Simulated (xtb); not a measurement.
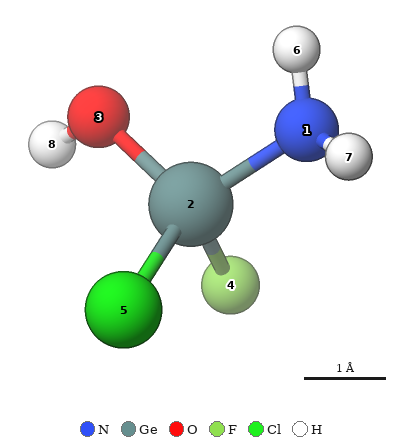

Fig. 1: The structure as given in the input (ball-and-stick view, seen at a tilt; atoms are numbered from 1 in the order of the input). Sticks mark near contacts. Bond lengths as drawn: Cl–Ge 2.09 Å, F–Ge 1.75 Å, Ge–N 1.79 Å, Ge–O 1.72 Å, H–N 1.01 Å and H–O 0.96 Å.

Geometry relaxation of GeNH₃ClOF (part 1 of 3)

System: GeNH₃ClOF, SMILES [NH2][Ge]([OH])([F])[Cl].
Method: GFN1-xTB, ALPB solvent dmf (xtb 6.7.1).

The geometry comes from this level: GFN2-xTB.

**What the program printed**
```
* xtb version 6.7.1
   ID    Z sym.   atoms
    1    7 N      1
    2   32 Ge     2
    3    8 O      3
    4    9 F      4
    5   17 Cl     5
    6    1 H      6-8

           -------------------------------------------------
          |                Calculation Setup                |
           -------------------------------------------------

          program call               : xtb geom.xyz --uhf 0 --gfn 1 --alpb dmf --opt
          coordinate file            : geom.xyz
          omp threads                :                     1

           -------------------------------------------------
          |                 G F N 1 - x T B                 |
           -------------------------------------------------

      * Hamiltonian:
        H0-scaling (s, p, d)           1.850000    2.250000    2.000000
        zeta-weighting                 0.000000
      * Dispersion:
        s8                             2.400000
        a1                             0.630000
        a2                             5.000000
        s9                             0.000000
      * Repulsion:
        kExp                           1.500000
        rExp                           1.000000
      * Coulomb:
        alpha                          2.000000
        third order                    atomic
        anisotropic                    false
      * Halogen bond correction:
        rad-scale                      1.300000
        damping                        0.440000

      * Solvation model:               ALPB
        Solvent                        dmf
        Parameter file                 internal GFN1-xTB/ALPB
        Dielectric constant                3.7000E+01
        Reference state                gsolv [1 M gas/solution]
        Free energy shift                  7.9351E-03 Eh       4.9794E+00 kcal/mol
        Temperature                        2.9815E+02 K
        Density                            9.5000E-01 kg/L
        Solvent mass                       7.3100E+01 g/mol
        Interaction kernel             P16
        Born radius scaling (c1)           1.8847E+00
        Born radii integrator          GBOBC
        Born offset                        0.0000E+00 a0       0.0000E+00 AA
        H-bond correction              true
        Ion screening                  false
        Surface tension                    1.0000E-05 Eh       1.5569E+01 dyn/cm
        Grid points                               230 per atom

          ...................................................
          :                      SETUP                      :
          :.................................................:
          :  # basis functions                  38          :
          :  # atomic orbitals                  36          :
          :  # shells                           18          :
          :  # electrons                        32          :
          :  # halogen bonds                     2          :
          :  max. iterations                   250          :
          :  Hamiltonian                  GFN1-xTB          :
          :  restarted?                      false          :
          :  GBSA solvation                   true          :
          :  PC potential                    false          :
          :  electronic temp.          300.0000000     K    :
          :  accuracy                    1.0000000          :
          :  -> integral cutoff          0.2500000E+02      :
          :  -> integral neglect         0.1000000E-07      :
          :  -> SCF convergence          0.1000000E-05 Eh   :
          :  -> wf. convergence          0.2000000E-04 e    :
          :  Broyden damping             0.4000000          :
          :  net charge                          0          :
          :  unpaired electrons                  0          :
          ...................................................

 iter      E             dE          RMSdq      gap      omega  full diag
   1    -20.5803585 -0.205804E+02  0.644E+00    5.10       0.0  T
   2    -20.2989633  0.281395E+00  0.542E+00    7.21       1.0  T
   3    -20.6546357 -0.355672E+00  0.314E+00    5.57       1.0  T
   4    -20.7660674 -0.111432E+00  0.774E-01    6.06       1.0  T
   5    -20.7789516 -0.128842E-01  0.112E-01    5.94       1.0  T
   6    -20.7788517  0.999173E-04  0.746E-02    5.97       1.0  T
   7    -20.7789353 -0.836213E-04  0.270E-02    5.94       1.3  T
   8    -20.7789549 -0.195495E-04  0.898E-03    5.96       3.9  T
   9    -20.7789568 -0.194173E-05  0.165E-03    5.95      21.4  T
  10    -20.7789569 -0.685129E-07  0.561E-05    5.95     630.0  T
  11    -20.7789569  0.304361E-10  0.496E-05    5.95     713.2  T

   *** convergence criteria satisfied after 11 iterations ***

         #    Occupation            Energy/Eh            Energy/eV
      -------------------------------------------------------------
         1        2.0000           -0.9186553             -24.9979
       ...           ...                  ...                  ...
        10        2.0000           -0.5125595             -13.9475
        11        2.0000           -0.5031028             -13.6901
        12        2.0000           -0.4948881             -13.4666
        13        2.0000           -0.4825186             -13.1300
        14        2.0000           -0.4795838             -13.0501
        15        2.0000           -0.4787952             -13.0287
        16        2.0000           -0.4220625             -11.4849 (HOMO)
        17                         -0.2032466              -5.5306 (LUMO)
        18                         -0.1539778              -4.1900
        19                         -0.1391977              -3.7878
        20                         -0.1145471              -3.1170
        21                         -0.1042321              -2.8363
       ...                                ...                  ...
        36                          0.5547575              15.0957
      -------------------------------------------------------------
                  HL-Gap            0.2188159 Eh            5.9543 eV
             Fermi-level           -0.3126545 Eh           -8.5078 eV

 SCC (total)                   0 d,  0 h,  0 min,  0.005 sec
 SCC setup                      ...        0 min,  0.000 sec (  3.354%)
 Dispersion                     ...        0 min,  0.000 sec (  0.489%)
 classical contributions        ...        0 min,  0.000 sec (  0.233%)
 integral evaluation            ...        0 min,  0.001 sec ( 23.063%)
 iterations                     ...        0 min,  0.002 sec ( 33.401%)
 molecular gradient             ...        0 min,  0.002 sec ( 38.150%)
 printout                       ...        0 min,  0.000 sec (  1.152%)

         :::::::::::::::::::::::::::::::::::::::::::::::::::::
         ::                     SUMMARY                     ::
         :::::::::::::::::::::::::::::::::::::::::::::::::::::
         :: total energy             -20.696503045038 Eh    ::
         :: total w/o Gsasa/hb       -20.683590965173 Eh    ::
         :: gradient norm              0.019310352064 Eh/a0 ::
         :: HOMO-LUMO gap              5.954282520118 eV    ::
         ::.................................................::
         :: SCC energy               -20.778956884239 Eh    ::
         :: -> electrostatic           0.106783728891 Eh    ::
         :: -> Gsolv                  -0.021475415546 Eh    ::
         ::    -> Gelec               -0.008563335681 Eh    ::
         ::    -> Gsasa               -0.012308116524 Eh    ::
         ::    -> Ghb                 -0.008539095597 Eh    ::
         ::    -> Gshift               0.007935132256 Eh    ::
         :: repulsion energy           0.085004433021 Eh    ::
         :: dispersion energy         -0.002550593820 Eh    ::
         :: halogen bond corr.         0.000000000000 Eh    ::
         :: add. restraining           0.000000000000 Eh    ::
         :: total charge              -0.000000000000 e     ::
         :::::::::::::::::::::::::::::::::::::::::::::::::::::

      -----------------------------------------------------------
     |                   =====================                   |
     |                        A N C O P T                        |
     |                   =====================                   |
     |               Approximate Normal Coordinate               |
     |                Rational Function Optimizer                |
      -----------------------------------------------------------
      -----------------------------------------------------------
     |                   =====================                   |
     |                        A N C O P T                        |
     |                   =====================                   |
     |               Approximate Normal Coordinate               |
     |                Rational Function Optimizer                |
      -----------------------------------------------------------

          ...................................................
          :                      SETUP                      :
          :.................................................:
          :   optimization level            normal          :
          :   max. optcycles                   200          :
          :   ANC micro-cycles                  20          :
          :   degrees of freedom                18          :
          :.................................................:
          :   RF solver                   davidson          :
          :   write xtbopt.log                true          :
          :   linear?                        false          :
          :   energy convergence         0.5000000E-05 Eh   :
          :   grad. convergence          0.1000000E-02 Eh/α :
          :   maxmium RF displ.          1.0000000          :
          :   Hlow (freq-cutoff)         0.1000000E-01      :
          :   Hmax (freq-cutoff)         5.0000000          :
          :   S6 in model hess.         20.0000000          :
          ...................................................

generating ANC from exact Hessian ...
Using Lindh-Hessian (1995)
 Shifting diagonal of input Hessian by    2.0789633284970140E-003
 Lowest  eigenvalues of input Hessian
    0.000000    0.000000    0.000000    0.000000    0.000000    0.000000
    0.010000    0.012524    0.017116    0.021874    0.028763    0.036752
    0.065771    0.086610    0.103894    0.150964    0.251839    0.271604
 Highest eigenvalues
    0.618193    0.887888    1.106405    1.343886    1.348559    1.490068

........................................................................
.............................. CYCLE    1 ..............................
........................................................................

 iter      E             dE          RMSdq      gap      omega  full diag
   1    -20.7789569 -0.207790E+02  0.371E-06    5.95       0.0  T
   2    -20.7789569  0.621725E-12  0.572E-06    5.95    6183.1  T
   3    -20.7789569 -0.969891E-12  0.761E-07    5.95   46453.4  T
     SCC iter.                  ...        0 min,  0.001 sec
     gradient                   ...        0 min,  0.002 sec
 * total energy  :   -20.6965030 Eh     change       -0.5387335E-10 Eh
   gradient norm :     0.0193103 Eh/α   predicted     0.0000000E+00 (-100.00%)
   displ. norm   :     0.1733902 α      lambda       -0.1426725E-02
   maximum displ.:     0.1064429 α      in ANC's #2, #4, #10, ...

........................................................................
.............................. CYCLE    2 ..............................
........................................................................

 iter      E             dE          RMSdq      gap      omega  full diag
   1    -20.7797980 -0.207798E+02  0.110E-01    5.91       0.0  T
   2    -20.7797808  0.171600E-04  0.681E-02    5.97       1.0  T
   3    -20.7797404  0.404037E-04  0.624E-02    5.94       1.0  T
   4    -20.7798605 -0.120065E-03  0.145E-02    5.96       2.4  T
   5    -20.7798633 -0.280033E-05  0.321E-03    5.96      11.0  T
   6    -20.7798633 -0.603941E-07  0.747E-04    5.96      47.3  T
   7    -20.7798633 -0.558135E-08  0.842E-05    5.96     419.7  T
   8    -20.7798633 -0.651070E-10  0.275E-05    5.96    1287.3  T
     SCC iter.                  ...        0 min,  0.001 sec
     gradient                   ...        0 min,  0.002 sec
 * total energy  :   -20.6972555 Eh     change       -0.7524967E-03 Eh
   gradient norm :     0.0084854 Eh/α   predicted    -0.7348088E-03 (  -2.35%)
   displ. norm   :     0.1132326 α      lambda       -0.3693101E-03
   maximum displ.:     0.0736000 α      in ANC's #3, #1, #2, ...

........................................................................
.............................. CYCLE    3 ..............................
........................................................................

 iter      E             dE          RMSdq      gap      omega  full diag
   1    -20.7800239 -0.207800E+02  0.382E-02    5.98       0.0  T
   2    -20.7800230  0.822780E-06  0.240E-02    5.99       1.5  T
   3    -20.7800150  0.800897E-05  0.261E-02    5.98       1.4  T
   4    -20.7800323 -0.172355E-04  0.462E-03    5.99       7.7  T
   5    -20.7800323  0.211778E-07  0.161E-03    5.99      21.9  T
   6    -20.7800323 -0.291433E-07  0.280E-04    5.99     126.3  T
   7    -20.7800323 -0.464734E-09  0.338E-05    5.99    1047.5  T
   8    -20.7800323  0.490274E-12  0.154E-05    5.99    2298.7  T
     SCC iter.                  ...        0 min,  0.001 sec
     gradient                   ...        0 min,  0.002 sec
 * total energy  :   -20.6975254 Eh     change       -0.2698527E-03 Eh
   gradient norm :     0.0065940 Eh/α   predicted    -0.1870216E-03 ( -30.69%)
   displ. norm   :     0.1233291 α      lambda       -0.2665420E-03
   maximum displ.:     0.0890906 α      in ANC's #3, #5, #1, ...

........................................................................
.............................. CYCLE    4 ..............................
........................................................................
```
